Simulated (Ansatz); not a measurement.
## ZrNH6O3F: nudged elastic band (part 2 of 2)

The same run, continued: ZrNH6O3F; RKS B3LYP/def2-SVP (Ansatz 0.2.0). It belongs to a series of runs on one base structure; here: band between the two ends.

Geometry of the input (Å):
```
Zr 0.0147  0.0058  0.2926
F  -0.2017  -0.2353  2.2198
O  1.8216  -0.3143  -0.4614
H  2.1649  -0.9928  -1.0519
O  -1.0088  1.4795  -0.5517
H  -1.7389  1.4923  -1.1790
O  -0.9457  -1.5498  -0.3624
H  -1.4423  -2.3465  -0.5543
N  1.2367  1.9652  1.1581
H  2.2043  1.9350  0.8313
H  0.8110  2.8235  0.8033
H  1.2494  2.0174  2.1783
```

### Output, continued
```
NEB iter  49: max|band force component| = 9.877e-2 eV/Å  barrier→ = 0.0218 eV  barrier← = 0.0196 eV  CI = image 1  Δτ_max = 0.0839 Å  (208 SCF iters)
NEB iter  50: max|band force component| = 8.245e-2 eV/Å  barrier→ = 0.0163 eV  barrier← = 0.0142 eV  CI = image 1  Δτ_max = 0.0804 Å  (212 SCF iters)
NEB iter  51: max|band force component| = 5.463e0 eV/Å  barrier→ = 0.0101 eV  barrier← = 0.0079 eV  CI = image 7  Δτ_max = 0.0407 Å  (219 SCF iters)
NEB iter  52: max|band force component| = 2.600e-1 eV/Å  barrier→ = 0.0232 eV  barrier← = 0.0210 eV  CI = image 1  Δτ_max = 0.0812 Å  (223 SCF iters)
NEB iter  53: max|band force component| = 8.105e-2 eV/Å  barrier→ = 0.0063 eV  barrier← = 0.0041 eV  CI = image 1  Δτ_max = 0.1343 Å  (216 SCF iters)
the calculation of the forces begins
reference -11727.03415256 eV, -430.9605562372 hartree; 29, 29 occupied and 102, 102 virtual orbitals, 1400 factors
1400 factors; integrals over basis functions are off by at most 5.5e-4 eV
mean field evaluation 2848: about -11727.0317 eV, gradient 1.4e-3 eV
mean field -11727.03165826 eV, -430.9604645734 hartree, gradient 9.5e-6 eV, S^2 0.000000; 1 other end points of the search recorded, 0 dependent functions left out
the calculation of the forces begins
reference -11727.03203056 eV, -430.9604782551 hartree; 29, 29 occupied and 102, 102 virtual orbitals, 1400 factors
NEB iter  54: max|band force component| = 4.040e-2 eV/Å  barrier→ = 0.0047 eV  barrier← = 0.0025 eV  CI = image 1  Δτ_max = 0.0000 Å  (418 SCF iters)
```

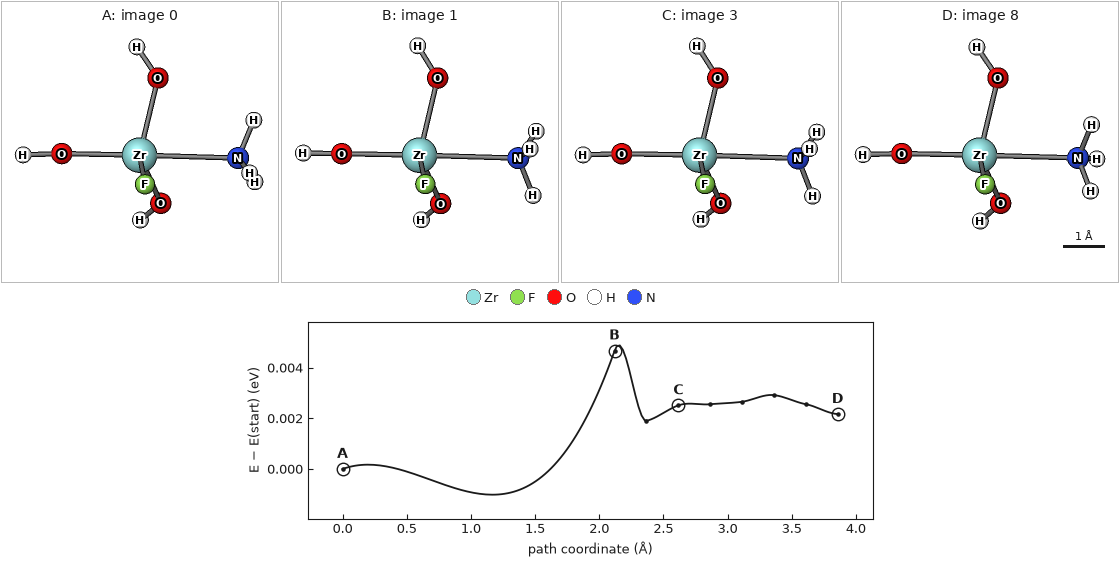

Figure 1. Images of the last band (counted from 0; ball-and-stick, seen at a tilt) above the energy along the path; the line is a cubic interpolation that uses the forces. The highest image is number 1, 0.005 eV above the start and 0.003 eV above the end (the climbing image); the end lies 0.002 eV above the start. The path is 3.86 Å long. The band converged in 54 iterations.

```
Total energy: -11727.03203056 eV, -430.9604782551 hartree
Atom 0 at    -0.014062     0.014072     0.301890 Å, force    -0.000852     0.001284     0.011965 eV/Å
Atom 1 at    -0.449189    -0.049999     2.205283 Å, force     0.006458     0.001953    -0.003845 eV/Å
Atom 2 at     1.844788    -0.441202    -0.210932 Å, force     0.002668     0.018375     0.006094 eV/Å
Atom 3 at     2.240884    -1.150195    -0.726809 Å, force    -0.008301    -0.010378    -0.000446 eV/Å
Atom 4 at    -0.869452     1.444257    -0.765855 Å, force     0.013830     0.017683     0.008852 eV/Å
Atom 5 at    -1.549014     1.480207    -1.445436 Å, force    -0.006772    -0.016394    -0.005973 eV/Å
Atom 6 at    -0.970070    -1.551590    -0.331221 Å, force     0.018838     0.023643    -0.040146 eV/Å
Atom 7 at    -1.450111    -2.324690    -0.628855 Å, force    -0.018479    -0.022646     0.024422 eV/Å
Atom 8 at     1.202737     1.990987     1.143999 Å, force     0.008036     0.006602     0.000839 eV/Å
Atom 9 at     1.355460     2.655827     0.382698 Å, force    -0.012570    -0.011101     0.023164 eV/Å
Atom 10 at     0.702910     2.482903     1.887704 Å, force     0.006036    -0.007409    -0.021126 eV/Å
Atom 11 at     2.120317     1.729223     1.510033 Å, force    -0.008892    -0.001611    -0.003800 eV/Å
Dipole moment:     0.249392     0.288100    -0.328235 e Å
this run last wrote the band of iteration 54 to [file]
```

### The last band as extended XYZ (Å, eV, eV/Å)
```
12
Properties=species:S:1:pos:R:3:forces:R:3 image=0 energy=-11727.03634
Zr    0.0147    0.0058    0.2926   -0.0116  -0.0205  -0.0026
F    -0.2017   -0.2353    2.2198    0.0000  -0.0005  -0.0078
O     1.8216   -0.3143   -0.4614    0.0013   0.0017  -0.0014
H     2.1649   -0.9928   -1.0519   -0.0039   0.0009   0.0043
O    -1.0088    1.4795   -0.5517    0.0020   0.0012  -0.0010
H    -1.7389    1.4923   -1.1790    0.0019  -0.0037   0.0045
O    -0.9457   -1.5498   -0.3624    0.0003   0.0040   0.0027
H    -1.4423   -2.3465   -0.5543    0.0014   0.0022  -0.0020
N     1.2367    1.9652    1.1581    0.0141   0.0232   0.0118
H     2.2043    1.9350    0.8313    0.0007  -0.0033  -0.0028
H     0.8110    2.8235    0.8033   -0.0040  -0.0016  -0.0035
H     1.2494    2.0174    2.1783   -0.0023  -0.0037  -0.0023
12
Properties=species:S:1:pos:R:3:forces:R:3 image=1 energy=-11727.03166
Zr   -0.0141    0.0141    0.3019   -0.0009   0.0013   0.0120
F    -0.4492   -0.0500    2.2053    0.0065   0.0020  -0.0038
O     1.8448   -0.4412   -0.2109    0.0027   0.0184   0.0061
H     2.2409   -1.1502   -0.7268   -0.0083  -0.0104  -0.0004
O    -0.8695    1.4443   -0.7659    0.0138   0.0177   0.0089
H    -1.5490    1.4802   -1.4454   -0.0068  -0.0164  -0.0060
O    -0.9701   -1.5516   -0.3312    0.0188   0.0236  -0.0401
H    -1.4501   -2.3247   -0.6289   -0.0185  -0.0226   0.0244
N     1.2027    1.9910    1.1440    0.0080   0.0066   0.0008
H     1.3555    2.6558    0.3827   -0.0126  -0.0111   0.0232
H     0.7029    2.4829    1.8877    0.0060  -0.0074  -0.0211
H     2.1203    1.7292    1.5100   -0.0089  -0.0016  -0.0038
12
Properties=species:S:1:pos:R:3:forces:R:3 image=2 energy=-11727.03444
Zr   -0.0089    0.0243    0.2808   -0.0007  -0.0156  -0.0086
F    -0.4796   -0.0430    2.1761    0.0035  -0.0019   0.0003
O     1.8589   -0.4320   -0.2062   -0.0022  -0.0048   0.0041
H     2.2295   -1.1675   -0.7050   -0.0010   0.0035   0.0011
O    -0.8416    1.4598   -0.7997    0.0042   0.0108   0.0015
H    -1.5113    1.4703   -1.4906   -0.0022  -0.0058  -0.0026
O    -0.9581   -1.5430   -0.3646   -0.0061   0.0039   0.0105
H    -1.4745   -2.3309   -0.5406    0.0101   0.0093  -0.0032
N     1.1989    1.9906    1.1539   -0.0147  -0.0290  -0.0142
H     1.2512    2.7101    0.4304    0.0013   0.0084   0.0172
H     0.7464    2.4006    1.9729    0.0078   0.0142  -0.0039
H     2.1543    1.7405    1.4151    0.0001   0.0070  -0.0021
12
Properties=species:S:1:pos:R:3:forces:R:3 image=3 energy=-11727.03383
Zr   -0.0088    0.0213    0.2844   -0.0087  -0.0012  -0.0039
F    -0.4470   -0.0536    2.1870    0.0047   0.0017   0.0039
O     1.8499   -0.4336   -0.2306    0.0027   0.0075   0.0022
H     2.2300   -1.1471   -0.7529   -0.0022  -0.0052   0.0020
O    -0.8585    1.4585   -0.7792    0.0021   0.0114   0.0025
H    -1.5382    1.4820   -1.4597   -0.0031  -0.0104  -0.0037
O    -0.9699   -1.5424   -0.3486    0.0045   0.0028  -0.0126
H    -1.4720   -2.3317   -0.5549   -0.0039  -0.0014   0.0050
N     1.2033    1.9857    1.1517   -0.0019  -0.0091   0.0026
H     1.3793    2.6563    0.4012   -0.0024  -0.0056   0.0056
H     0.6883    2.4738    1.8871    0.0106  -0.0032  -0.0050
H     2.1088    1.7107    1.5373   -0.0024   0.0127   0.0014
12
Properties=species:S:1:pos:R:3:forces:R:3 image=4 energy=-11727.03378
Zr   -0.0046    0.0210    0.2846    0.0018  -0.0022   0.0034
F    -0.3997   -0.0835    2.1951   -0.0019  -0.0006   0.0009
O     1.8453   -0.4182   -0.2741   -0.0022  -0.0017   0.0014
H     2.2129   -1.1444   -0.7880    0.0009   0.0018  -0.0013
O    -0.8842    1.4700   -0.7402    0.0027   0.0038   0.0002
H    -1.5694    1.4779   -1.4159   -0.0011  -0.0022   0.0001
O    -0.9715   -1.5366   -0.3553    0.0018   0.0011  -0.0075
H    -1.4781   -2.3227   -0.5633   -0.0015  -0.0006   0.0051
N     1.2118    1.9801    1.1519   -0.0003   0.0023  -0.0027
H     1.4979    2.5890    0.3830    0.0002   0.0012  -0.0023
H     0.6465    2.5420    1.7911   -0.0031  -0.0001   0.0018
H     2.0584    1.7052    1.6536    0.0027  -0.0028   0.0009
12
Properties=species:S:1:pos:R:3:forces:R:3 image=5 energy=-11727.03368
Zr    0.0018    0.0196    0.2777   -0.0010  -0.0005   0.0041
F    -0.3863   -0.0986    2.1892    0.0007   0.0001  -0.0030
O     1.8503   -0.4060   -0.2940    0.0000  -0.0054  -0.0007
H     2.2238   -1.1300   -0.8067   -0.0009   0.0046   0.0014
O    -0.8900    1.4697   -0.7353   -0.0026  -0.0019  -0.0004
H    -1.5758    1.4703   -1.4107    0.0034   0.0005   0.0019
O    -0.9628   -1.5400   -0.3623   -0.0041  -0.0010   0.0017
H    -1.4779   -2.3280   -0.5404    0.0034   0.0015  -0.0024
N     1.2054    1.9803    1.1562    0.0135  -0.0032  -0.0088
H     1.6131    2.5208    0.3911    0.0015  -0.0001  -0.0033
H     0.5935    2.6095    1.6788   -0.0109   0.0061   0.0098
H     1.9701    1.7123    1.7789   -0.0029  -0.0009  -0.0004
12
Properties=species:S:1:pos:R:3:forces:R:3 image=6 energy=-11727.03342
Zr    0.0049    0.0178    0.2750    0.0063   0.0030  -0.0174
F    -0.3589   -0.1290    2.1881   -0.0018   0.0022   0.0158
O     1.8489   -0.3917   -0.3248   -0.0075  -0.0034   0.0019
H     2.2172   -1.1243   -0.8291    0.0022   0.0018  -0.0039
O    -0.9076    1.4793   -0.7039    0.0029  -0.0050   0.0117
H    -1.6130    1.4821   -1.3586   -0.0004   0.0010  -0.0089
O    -0.9614   -1.5372   -0.3739   -0.0032   0.0005   0.0087
H    -1.4792   -2.3247   -0.5461    0.0026  -0.0013  -0.0067
N     1.2130    1.9750    1.1553    0.0236   0.0219  -0.0034
H     1.7275    2.4392    0.4040   -0.0076  -0.0090   0.0034
H     0.5805    2.6680    1.5601   -0.0038  -0.0061   0.0031
H     1.8932    1.7254    1.8763   -0.0133  -0.0056  -0.0043
12
Properties=species:S:1:pos:R:3:forces:R:3 image=7 energy=-11727.03378
Zr    0.0022    0.0180    0.2789   -0.0046  -0.0106   0.0089
F    -0.3229   -0.1391    2.1996   -0.0003  -0.0016  -0.0038
O     1.8315   -0.3841   -0.3661    0.0051   0.0040   0.0015
H     2.1997   -1.1005   -0.8927   -0.0017  -0.0023  -0.0015
O    -0.9331    1.4816   -0.6717    0.0021   0.0086   0.0005
H    -1.6190    1.4993   -1.3464   -0.0023  -0.0019  -0.0015
O    -0.9713   -1.5371   -0.3586    0.0022  -0.0005   0.0061
H    -1.4813   -2.3299   -0.5298   -0.0010   0.0010  -0.0046
N     1.2247    1.9684    1.1583   -0.0087   0.0043  -0.0013
H     1.8402    2.3538    0.4400    0.0085   0.0044  -0.0065
H     0.5881    2.7141    1.4461   -0.0017  -0.0006  -0.0009
H     1.8064    1.7352    1.9651    0.0023  -0.0050   0.0031
12
Properties=species:S:1:pos:R:3:forces:R:3 image=8 energy=-11727.03417
Zr    0.0064    0.0130    0.2864   -0.0075  -0.0113   0.0168
F    -0.2933   -0.1656    2.2093    0.0027   0.0010  -0.0115
O     1.8319   -0.3688   -0.3837    0.0056  -0.0020  -0.0060
H     2.1978   -1.0833   -0.9149   -0.0061   0.0071   0.0062
O    -0.9522    1.4815   -0.6361   -0.0135   0.0015  -0.0187
H    -1.6418    1.4877   -1.3081    0.0117   0.0004   0.0138
O    -0.9630   -1.5405   -0.3606   -0.0069  -0.0072  -0.0030
H    -1.4727   -2.3285   -0.5543    0.0085   0.0114   0.0030
N     1.2234    1.9717    1.1558    0.0071   0.0167  -0.0047
H     1.9293    2.2696    0.4793   -0.0068  -0.0029   0.0119
H     0.5952    2.7626    1.3125    0.0065  -0.0153  -0.0049
H     1.7042    1.7803    2.0369   -0.0013   0.0006  -0.0029
```

### Key numbers

```tsv
quantity	value
outcome	converged
barrier, forward	0.005 eV
barrier, backward	0.003 eV
hardware	4 threads of Arm Neoverse V1, 24 GiB of memory available, shared host
wall time	17 min (CPU time 64 min)
peak memory	0.41 GiB
```

### Remarks

The order of the saddle point was not checked.
